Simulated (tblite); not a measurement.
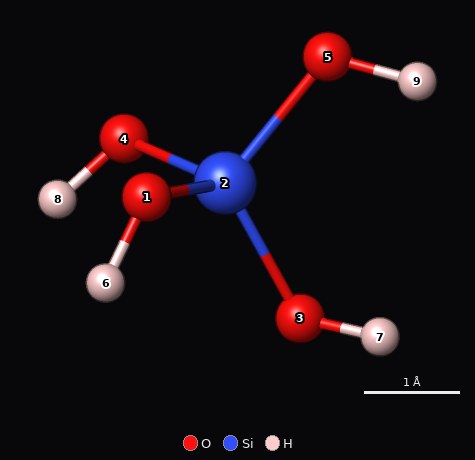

*The structure as given in the input (ball-and-stick view, seen at a tilt; atoms are numbered from 1 in the order of the input).*

Bond lengths as drawn: H–O 0.93 to 1.01 Å and O–Si 1.69 to 1.73 Å.

## Geometry relaxation, with input and output: SiH4O4

- system: SiH4O4, SMILES O[Si](O)(O)O
- method: GFN2-xTB geometry optimisation, gas phase (tblite 0.8.0)

**The input**
```
{"job": {"xc": "GFN2-xTB", "basis": "xTB", "kind": "relax"}, "charge": 0, "multiplicity": 1}
O     -0.840300    -0.696700     1.262200
Si    -0.029000     0.203300     0.023500
O      0.473200    -0.773600    -1.262300
O     -1.014300     1.475600    -0.602600
O      1.280500     0.947900     0.876500
H     -1.429800    -1.421600     0.884700
H      1.269600    -1.251400    -1.192800
H     -1.821900     1.060200    -0.878600
H      2.166200     0.480300     0.788700
```

The first line tells a small driver script what to run in tblite; the rest is the geometry in Å.

Run on 1 CPU thread, shared host.

Command:
```bash
OMP_NUM_THREADS=1 python <driver script> task.json out
```

**The program's output**
```
step      E/eV     max force
  0    -549.26860    3.127
  1    -549.70096    2.013
  2    -549.93563    1.300
  3    -549.97141    0.632
  4    -549.98232    0.266
  5    -549.98609    0.263
  6    -549.99920    0.220
  7    -550.00129    0.191
  8    -550.00605    0.196
  9    -550.01029    0.236
 10    -550.01460    0.229
 11    -550.01689    0.138
 12    -550.01886    0.141
 13    -550.02091    0.192
 14    -550.02287    0.168
 15    -550.02418    0.108
 16    -550.02515    0.093
 17    -550.02648    0.119
 18    -550.02906    0.211
 19    -550.03327    0.279
 20    -550.03895    0.359
 21    -550.04652    0.277
 22    -550.02343    1.575
 23    -550.05700    0.437
 24    -550.06540    0.312
 25    -549.97365    2.639
 26    -550.07755    0.228
 27    -550.08570    0.269
 28    -550.03258    2.517
 29    -550.10402    0.222
 30    -550.11345    0.324
 31    -550.10707    1.597
 32    -550.12987    0.370
 33    -550.13540    0.386
 34    -550.14584    0.687
 35    -550.15234    0.287
 36    -550.15959    0.193
 37    -550.16741    0.170
 38    -550.17485    0.341
 39    -550.18101    0.226
 40    -550.18615    0.188
 41    -550.19025    0.214
 42    -550.19550    0.365
 43    -550.20597    0.435
 44    -550.21658    0.507
 45    -550.22622    0.241
 46    -550.23182    0.689
 47    -550.24092    0.275
 48    -550.24608    0.212
 49    -550.25062    0.380
 50    -550.25629    0.221
 51    -550.26223    0.249
 52    -550.27093    0.249
 53    -550.27770    0.416
 54    -550.27604    0.601
 55    -550.28488    0.395
 56    -550.28778    0.275
 57    -550.29091    0.099
 58    -550.29217    0.082
 59    -550.29287    0.102
 60    -550.29371    0.098
 61    -550.29440    0.063
 62    -550.29475    0.065
 63    -550.29521    0.083
 64    -550.29594    0.137
 65    -550.29686    0.164
 66    -550.29796    0.168
 67    -550.29901    0.141
 68    -550.29978    0.081
 69    -550.30033    0.071
 70    -550.30081    0.070
 71    -550.30120    0.065
 72    -550.30161    0.063
 73    -550.30210    0.075
 74    -550.30266    0.087
 75    -550.30310    0.059
 76    -550.30327    0.026
 77    -550.30332    0.026
 78    -550.30336    0.028
 79    -550.30341    0.030
 80    -550.30348    0.022
 81    -550.30357    0.028
 82    -550.30362    0.021
 83    -550.30366    0.019
 84    -550.30367    0.020
 85    -550.30369    0.010
 86    -550.30370    0.012
 87    -550.30372    0.017
 88    -550.30374    0.021
 89    -550.30378    0.026
 90    -550.30382    0.021
 91    -550.30387    0.017
 92    -550.30391    0.010
 93    -550.30392    0.005
 94    -550.30392    0.006
 95    -550.30392    0.006
 96    -550.30393    0.007
 97    -550.30394    0.007
 98    -550.30395    0.005
 99    -550.30395    0.003
```

**Trajectory as extended XYZ (Å, eV, eV/Å), 12 frames, from step=0 to step=99**
```
9
Properties=species:S:1:pos:R:3:forces:R:3 step=0 energy=-549.26860
O    -0.8403   -0.6967    1.2622   -0.1340  -0.3810  -2.7900
Si   -0.0290    0.2033    0.0235    0.4430   1.1670   1.2450
O     0.4732   -0.7736   -1.2623   -1.5640   1.4960   1.1790
O    -1.0143    1.4756   -0.6026    1.7480  -2.3560   1.0830
O     1.2805    0.9479    0.8765   -0.2900  -2.0210  -1.6600
H    -1.4298   -1.4216    0.8847    1.1390   1.4270   0.8760
H     1.2696   -1.2514   -1.1928    0.8970  -0.5410   0.1300
H    -1.8219    1.0602   -0.8786   -0.4420   0.2660  -0.2500
H     2.1662    0.4803    0.7887   -1.7960   0.9420   0.1870
9
Properties=species:S:1:pos:R:3:forces:R:3 step=9 energy=-550.01029
O    -0.7747   -0.7206    1.1853    0.1040  -0.0520   0.0050
Si   -0.0135    0.1727    0.0555    0.1460  -0.0150  -0.1850
O     0.4427   -0.7541   -1.2255    0.0090   0.0240   0.2040
O    -0.9296    1.3577   -0.5369   -0.0890   0.0980  -0.0020
O     1.2041    0.9359    0.7900    0.0310  -0.0210  -0.0510
H    -1.3995   -1.3755    0.8983   -0.1190  -0.1210   0.0280
H     1.2512   -1.2559   -1.1804   -0.0710  -0.0220  -0.0310
H    -1.7875    1.1414   -0.8859   -0.0360   0.0580  -0.0530
H     2.0611    0.5223    0.7990    0.0250   0.0500   0.0850
9
Properties=species:S:1:pos:R:3:forces:R:3 step=18 energy=-550.02906
O    -0.7008   -0.7918    1.1670    0.0870   0.0480   0.1210
Si   -0.0091    0.1590    0.0370    0.1230  -0.0330  -0.1680
O     0.4302   -0.7724   -1.2469    0.0410   0.1170   0.1360
O    -0.9425    1.3584   -0.4940   -0.0370   0.1020   0.0090
O     1.1989    0.9774    0.7312    0.0150  -0.1000  -0.0490
H    -1.4084   -1.3804    0.9306   -0.0510  -0.0500  -0.0280
H     1.2192   -1.3041   -1.1847   -0.1050   0.0140  -0.0380
H    -1.7745    1.2157   -0.9300    0.0070  -0.0960  -0.0390
H     2.0412    0.5621    0.8891   -0.0810  -0.0020   0.0560
9
Properties=species:S:1:pos:R:3:forces:R:3 step=27 energy=-550.08570
O    -0.5645   -0.8410    1.1597    0.0950  -0.0190  -0.0240
Si    0.0126    0.1564   -0.0039    0.0060   0.0800   0.0930
O     0.4179   -0.7022   -1.3388   -0.0490  -0.0690   0.0750
O    -1.0214    1.3325   -0.3909   -0.0480  -0.0330  -0.0370
O     1.2589    0.9832    0.5964    0.1970   0.0380   0.1070
H    -1.3579   -1.3430    0.9973    0.0360   0.0310   0.0210
H     1.0693   -1.3908   -1.2209   -0.0870   0.0650  -0.1260
H    -1.7023    1.2227   -1.0466    0.1110  -0.0620  -0.0540
H     1.9415    0.6061    1.1470   -0.2610  -0.0320  -0.0560
9
Properties=species:S:1:pos:R:3:forces:R:3 step=36 energy=-550.15959
O    -0.4138   -0.8484    1.1715   -0.0630  -0.0420   0.0180
Si    0.0507    0.1936   -0.0020   -0.0200  -0.0530   0.0160
O     0.3526   -0.6260   -1.3835   -0.1000   0.0350  -0.0430
O    -1.1032    1.2711   -0.3495    0.0200  -0.0520  -0.0030
O     1.3458    0.9747    0.5664   -0.0560  -0.0590  -0.0970
H    -1.2612   -1.2731    1.0631    0.0620  -0.0020   0.1080
H     0.8937   -1.4068   -1.3316    0.0890  -0.0170  -0.0630
H    -1.5715    1.1429   -1.1679   -0.0140   0.1250  -0.0990
H     1.7611    0.5960    1.3327    0.0820   0.0660   0.1620
9
Properties=species:S:1:pos:R:3:forces:R:3 step=45 energy=-550.22622
O    -0.3871   -0.8867    1.2076    0.1450   0.0290   0.0610
Si    0.0261    0.1213   -0.0062    0.0040  -0.0170  -0.0620
O     0.3011   -0.6475   -1.4206   -0.1180  -0.0120   0.0210
O    -1.1513    1.1939   -0.3102   -0.0910  -0.1570  -0.1590
O     1.3600    0.8937    0.4931    0.0890  -0.1680   0.1110
H    -1.2355   -1.3148    1.2395   -0.0570   0.0480  -0.0880
H     0.9063   -1.3824   -1.4725    0.0130   0.1140   0.0760
H    -1.4101    1.3004   -1.2230    0.0360   0.0780   0.1010
H     1.6448    0.7461    1.3916   -0.0200   0.0840  -0.0610
9
Properties=species:S:1:pos:R:3:forces:R:3 step=54 energy=-550.27604
O    -0.4234   -0.8943    1.3000    0.0090   0.1140  -0.0850
Si   -0.0276    0.0147    0.0098    0.0100  -0.0550  -0.0890
O     0.2055   -0.8021   -1.3733    0.4300  -0.2740  -0.2380
O    -1.2576    1.0251   -0.3185    0.0060   0.3260  -0.2640
O     1.3986    0.7142    0.3612   -0.0450   0.0480   0.3780
H    -1.2702   -1.3294    1.3331    0.0090   0.0580  -0.0590
H     1.0782   -1.1579   -1.5638   -0.3930   0.1130   0.1210
H    -1.2168    1.5422   -1.1328   -0.0200  -0.3390   0.4960
H     1.5676    0.9114    1.2836   -0.0070   0.0080  -0.2600
9
Properties=species:S:1:pos:R:3:forces:R:3 step=63 energy=-550.29521
O    -0.4120   -0.8916    1.2685   -0.0080  -0.0080   0.0120
Si   -0.0121    0.0304   -0.0075    0.0130  -0.0040  -0.0080
O     0.2236   -0.7859   -1.3951    0.0790  -0.0010  -0.0250
O    -1.2463    1.0495   -0.2837    0.0200  -0.0100  -0.0640
O     1.3939    0.7459    0.3812    0.0410  -0.0250   0.0440
H    -1.2707   -1.3024    1.2816   -0.0220   0.0050   0.0050
H     1.0613   -1.2228   -1.5267   -0.0740   0.0130   0.0090
H    -1.2642    1.5036   -1.1226   -0.0200  -0.0080   0.0770
H     1.5808    0.8972    1.3037   -0.0290   0.0380  -0.0490
9
Properties=species:S:1:pos:R:3:forces:R:3 step=72 energy=-550.30161
O    -0.4071   -0.9190    1.2537   -0.0200  -0.0200  -0.0270
Si    0.0031    0.0102   -0.0148    0.0140  -0.0020  -0.0160
O     0.2482   -0.7757   -1.4161   -0.0440   0.0090  -0.0220
O    -1.2460    1.0209   -0.2618    0.0430   0.0060  -0.0270
O     1.4161    0.7084    0.3799    0.0040   0.0150  -0.0150
H    -1.2934   -1.2658    1.2857   -0.0060  -0.0130   0.0150
H     1.0567   -1.2619   -1.5478   -0.0100   0.0220   0.0480
H    -1.2743    1.5349   -1.0643    0.0240  -0.0410   0.0410
H     1.5511    0.9719    1.2849   -0.0050   0.0230   0.0030
9
Properties=species:S:1:pos:R:3:forces:R:3 step=81 energy=-550.30357
O    -0.4037   -0.9503    1.2378    0.0100   0.0100  -0.0020
Si    0.0052   -0.0004   -0.0152    0.0040   0.0110  -0.0100
O     0.2453   -0.7693   -1.4259   -0.0060  -0.0060  -0.0030
O    -1.2358    1.0223   -0.2472   -0.0020  -0.0010  -0.0010
O     1.4177    0.7011    0.3755    0.0120   0.0020   0.0220
H    -1.3013   -1.2621    1.2940   -0.0210  -0.0190  -0.0010
H     1.0479   -1.2692   -1.5405   -0.0050   0.0020   0.0040
H    -1.2547    1.5387   -1.0473    0.0000  -0.0050   0.0030
H     1.5337    1.0133    1.2680    0.0070   0.0070  -0.0120
9
Properties=species:S:1:pos:R:3:forces:R:3 step=90 energy=-550.30382
O    -0.4063   -0.9516    1.2358    0.0120   0.0090   0.0110
Si    0.0076    0.0029   -0.0122    0.0000  -0.0040  -0.0010
O     0.2424   -0.7656   -1.4241   -0.0170   0.0110  -0.0040
O    -1.2315    1.0282   -0.2429    0.0050   0.0050  -0.0070
O     1.4230    0.6982    0.3799   -0.0030  -0.0030   0.0070
H    -1.3017   -1.2717    1.2844   -0.0080  -0.0080  -0.0040
H     1.0385   -1.2750   -1.5384    0.0160  -0.0080   0.0020
H    -1.2566    1.5331   -1.0502   -0.0010   0.0000   0.0060
H     1.5387    1.0254    1.2670   -0.0050  -0.0020  -0.0100
9
Properties=species:S:1:pos:R:3:forces:R:3 step=99 energy=-550.30395
O    -0.4090   -0.9468    1.2408   -0.0010   0.0000   0.0000
Si    0.0064    0.0021   -0.0109    0.0000   0.0010   0.0000
O     0.2381   -0.7696   -1.4217   -0.0010   0.0010   0.0010
O    -1.2278    1.0333   -0.2418   -0.0010  -0.0010  -0.0020
O     1.4248    0.6918    0.3794   -0.0010   0.0000  -0.0030
H    -1.2992   -1.2832    1.2793    0.0010  -0.0010  -0.0010
H     1.0389   -1.2720   -1.5375    0.0000  -0.0010   0.0000
H    -1.2539    1.5364   -1.0501    0.0020   0.0000   0.0020
H     1.5359    1.0320    1.2619    0.0010   0.0010   0.0030
```

**Key numbers**

- outcome: converged
- total energy: −550.3040 eV
- peak memory: 0.17 GiB
